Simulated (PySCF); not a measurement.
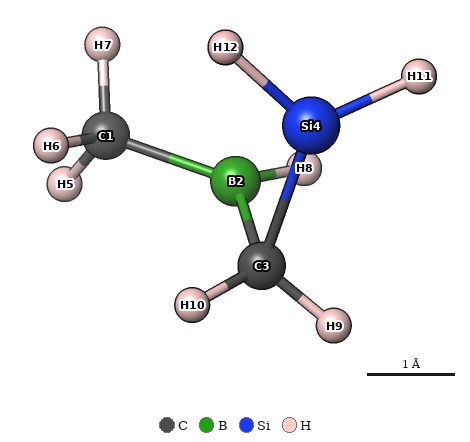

Figure 1. The starting structure (ball-and-stick view, seen at a tilt; atoms are numbered from 1 in the order of the input). Bond lengths as drawn: B–C 1.53 to 1.61 Å, B–H 1.20 Å, C–H 1.09 to 1.10 Å, C–Si 1.92 Å and H–Si 1.43 Å.

Run report: C$_{2}$H$_{8}$BSi (charge −1), saddle-point search

C$_{2}$H$_{8}$BSi, charge −1, computed with PBE0-D3(BJ)/def2-SVP saddle search from the GFN2-xTB point and Hessian, gas phase (PySCF 2.14.0).

**Output**
```
step      E/eV     max force
  0    -10746.46378   1.6034
  1    -10746.57747   0.5961
  2    -10746.60377   0.2392
  3    -10746.59880   0.0676
  4    -10746.59911   0.0227
  5    -10746.59918   0.0158
  6    -10746.59922   0.0100
```

**Trajectory as extended XYZ (Å, eV, eV/Å), 7 frames, from step=0 to step=6**
```
12
Properties=species:S:1:pos:R:3:forces:R:3 step=0 energy=-10746.46378
C    -1.4521    0.6415   -0.3032    0.3060  -0.2080  -0.1670
B    -0.2291   -0.3796   -0.5481   -0.1770   0.8690   0.2590
C     0.4219   -1.1115    0.6240   -0.0060  -0.3570   0.0840
Si    1.7180    0.2858    0.3878   -0.1840  -1.2960   0.9260
H    -2.4122    0.1542   -0.5128   -0.4220  -0.1980  -0.0580
H    -1.4975    0.9979    0.7283   -0.0200   0.1500   0.4200
H    -1.4092    1.5251   -0.9474   -0.0040   0.2780  -0.2130
H    -0.0485   -0.7683   -1.6648    0.1440  -0.3040  -0.6690
H     0.8972   -2.0789    0.4839    0.2420  -0.3600  -0.0610
H    -0.0062   -1.0570    1.6216   -0.1880   0.0870   0.4290
H     2.6251    0.1912   -0.7108    0.7360   0.0230  -1.1760
H     1.3928    1.5997    0.8416   -0.4270   1.3170   0.2250
12
Properties=species:S:1:pos:R:3:forces:R:3 step=1 energy=-10746.57747
C    -1.4325    0.6561   -0.3011    0.0780  -0.0790  -0.0950
B    -0.1558   -0.3118   -0.5421   -0.5760   0.0410  -0.1480
C     0.3963   -1.1598    0.6403   -0.0040  -0.0040  -0.0380
Si    1.6693    0.2577    0.3786    0.3390  -0.0390   0.2290
H    -2.3872    0.1122   -0.4534   -0.0460  -0.0360   0.0100
H    -1.4622    1.0544    0.7261   -0.0180   0.0690   0.1270
H    -1.4628    1.5252   -0.9818    0.0280   0.0250  -0.0210
H     0.0028   -0.7525   -1.6728    0.0740  -0.0600  -0.1370
H     0.8716   -2.1326    0.4878    0.1080  -0.1390  -0.0440
H    -0.0474   -1.1027    1.6398   -0.0680   0.0550   0.1660
H     2.6378    0.2157   -0.7395    0.1940  -0.0780  -0.2010
H     1.3702    1.6381    0.8180   -0.1090   0.2460   0.1520
12
Properties=species:S:1:pos:R:3:forces:R:3 step=2 energy=-10746.60377
C    -1.4624    0.6511   -0.3080   -0.0660   0.0190  -0.0060
B    -0.1830   -0.3058   -0.5561   -0.0170   0.0480  -0.1310
C     0.4013   -1.1461    0.6307    0.1020  -0.0690   0.1560
Si    1.6748    0.2704    0.3477   -0.1470   0.0680  -0.1760
H    -2.4188    0.0949   -0.4365    0.0660   0.0450   0.0210
H    -1.4816    1.0676    0.7185   -0.0060  -0.0090  -0.0470
H    -1.5088    1.5135   -1.0018    0.0130  -0.0680   0.0440
H    -0.0199   -0.7650   -1.6891   -0.0080   0.0090   0.0210
H     0.8759   -2.1254    0.4761   -0.0230  -0.0020  -0.0060
H    -0.0339   -1.0812    1.6402    0.0000  -0.0050  -0.0110
H     2.7268    0.1849   -0.7108    0.0300  -0.0200   0.0650
H     1.4297    1.6410    0.8890    0.0550  -0.0170   0.0700
12
Properties=species:S:1:pos:R:3:forces:R:3 step=3 energy=-10746.59880
C    -1.4561    0.6513   -0.3094   -0.0230   0.0190   0.0340
B    -0.1915   -0.3215   -0.5556    0.0560   0.0230   0.0300
C     0.4048   -1.1498    0.6328   -0.0210  -0.0400  -0.0050
Si    1.6845    0.2667    0.3670   -0.0370  -0.0050  -0.0090
H    -2.4192    0.1106   -0.4327    0.0020   0.0020   0.0020
H    -1.4674    1.0755    0.7136   -0.0020  -0.0130  -0.0420
H    -1.4870    1.5068   -1.0086   -0.0080  -0.0040   0.0030
H    -0.0167   -0.7692   -1.6891    0.0010   0.0020  -0.0040
H     0.8773   -2.1298    0.4777    0.0010   0.0090   0.0010
H    -0.0335   -1.0863    1.6407    0.0130   0.0120  -0.0030
H     2.6939    0.2085   -0.7302    0.0250  -0.0150  -0.0150
H     1.4110    1.6373    0.8939   -0.0080   0.0090   0.0070
12
Properties=species:S:1:pos:R:3:forces:R:3 step=4 energy=-10746.59911
C    -1.4560    0.6527   -0.3079    0.0000   0.0010  -0.0050
B    -0.1880   -0.3178   -0.5531    0.0030   0.0000   0.0040
C     0.4038   -1.1519    0.6327   -0.0140   0.0020  -0.0060
Si    1.6856    0.2650    0.3692   -0.0030  -0.0190   0.0120
H    -2.4171    0.1089   -0.4318    0.0030   0.0010   0.0030
H    -1.4693    1.0772    0.7136   -0.0020   0.0020  -0.0020
H    -1.4891    1.5075   -1.0079   -0.0040  -0.0060   0.0040
H    -0.0118   -0.7620   -1.6877   -0.0010  -0.0010  -0.0040
H     0.8777   -2.1306    0.4764    0.0040   0.0010  -0.0020
H    -0.0315   -1.0875    1.6416    0.0040   0.0040   0.0000
H     2.6941    0.2010   -0.7299    0.0100   0.0000  -0.0110
H     1.4017    1.6375    0.8849    0.0000   0.0160   0.0060
12
Properties=species:S:1:pos:R:3:forces:R:3 step=5 energy=-10746.59918
C    -1.4573    0.6522   -0.3078   -0.0050   0.0050  -0.0010
B    -0.1878   -0.3157   -0.5541    0.0090   0.0010   0.0130
C     0.4027   -1.1507    0.6320   -0.0070  -0.0010  -0.0090
Si    1.6870    0.2641    0.3704   -0.0010  -0.0020   0.0030
H    -2.4167    0.1044   -0.4293    0.0060   0.0050   0.0030
H    -1.4708    1.0780    0.7133    0.0000  -0.0020  -0.0070
H    -1.4953    1.5063   -1.0086   -0.0020  -0.0080   0.0030
H    -0.0106   -0.7586   -1.6890   -0.0020  -0.0040  -0.0050
H     0.8765   -2.1296    0.4754    0.0020   0.0040   0.0000
H    -0.0329   -1.0865    1.6408    0.0010   0.0020  -0.0010
H     2.6977    0.1972   -0.7272    0.0020   0.0000  -0.0050
H     1.4074    1.6390    0.8841   -0.0010   0.0010   0.0050
12
Properties=species:S:1:pos:R:3:forces:R:3 step=6 energy=-10746.59922
C    -1.4572    0.6525   -0.3083   -0.0040   0.0010  -0.0020
B    -0.1870   -0.3150   -0.5537   -0.0010   0.0000   0.0040
C     0.4024   -1.1510    0.6318   -0.0020   0.0020  -0.0060
Si    1.6878    0.2634    0.3709   -0.0020  -0.0040   0.0090
H    -2.4160    0.1032   -0.4271    0.0050   0.0050   0.0020
H    -1.4699    1.0810    0.7116    0.0000   0.0000  -0.0050
H    -1.4972    1.5044   -1.0117   -0.0010  -0.0080   0.0050
H    -0.0099   -0.7580   -1.6888   -0.0010  -0.0010  -0.0010
H     0.8760   -2.1298    0.4754    0.0010   0.0000   0.0000
H    -0.0327   -1.0860    1.6407    0.0010   0.0020   0.0000
H     2.6953    0.1983   -0.7296    0.0040   0.0020  -0.0040
H     1.4082    1.6370    0.8887    0.0000   0.0010   0.0000
```

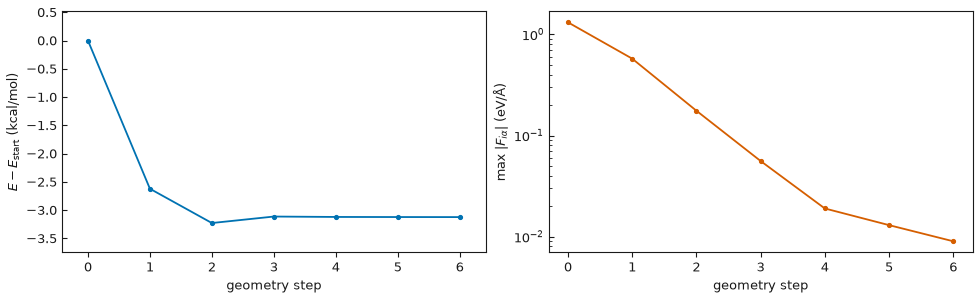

Figure 2. Progress of the saddle-point search, step by step (steps are counted from 0).

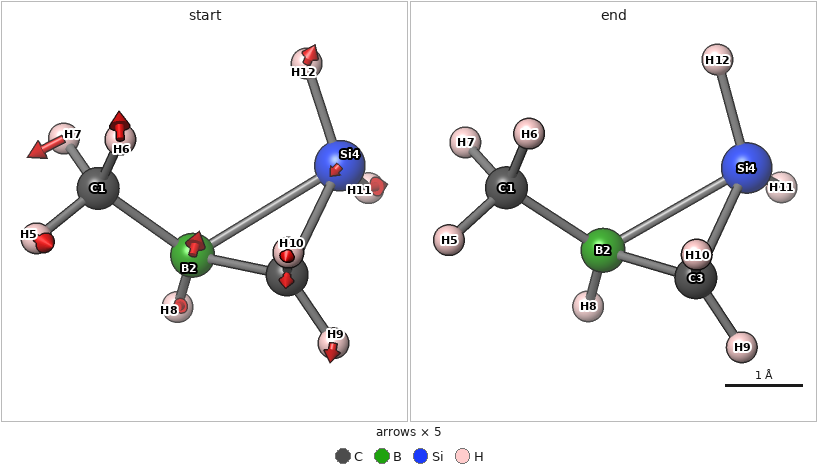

Figure 3. Before (left) and after (right) the saddle-point search, at one scale (ball-and-stick view, seen at a tilt). The red arrows give the displacements, magnified 5 times. After 6 geometry steps the energy has fallen by 3.12 kcal/mol. Largest force component: 1.3 eV/Å at the start, 0.009 eV/Å at the end. The largest move after the best rigid fit is that of H7, 0.11 Å. Largest moves by element: H 0.11 Å, B 0.08 Å, C 0.04 Å, Si 0.04 Å. Among the contacts that change: B2–Si4 2.261 → 2.169 Å, Si4–H11 1.428 → 1.493 Å, B2–C3 1.528 → 1.566 Å, B2–H8 1.196 → 1.231 Å. Among the angles that change: B2–C3–Si4 81.1° → 75.9°, C1–B2–Si4 113.8° → 117.1°, C3–B2–H8 119.8° → 116.9°. (Atoms are counted from 1 in the order of the input.)

The run was set up as follows.

**The input**
```
{"job": {"xc": "PBE0", "basis": "def2-SVP", "kind": "refine"}, "charge": -1, "multiplicity": 1}
C     -1.452113     0.641527    -0.303245
B     -0.229103    -0.379576    -0.548113
C      0.421880    -1.111542     0.624005
Si     1.717956     0.285792     0.387805
H     -2.412232     0.154219    -0.512794
H     -1.497541     0.997879     0.728252
H     -1.409185     1.525057    -0.947390
H     -0.048468    -0.768312    -1.664838
H      0.897221    -2.078890     0.483907
H     -0.006239    -1.057033     1.621604
H      2.625076     0.191201    -0.710772
H      1.392751     1.599677     0.841578
```

The first line tells a small driver script what to run in PySCF; the rest is the geometry in Å.

Run as:
```bash
OMP_NUM_THREADS=1 python <driver script> task.json out
```

**Key numbers**

| quantity | value |
| --- | --- |
| outcome | converged |
| total energy | −394.930240 hartree |
| hardware | 1 CPU thread, shared host |
| wall time | 37 s |
| peak memory | 0.52 GiB |
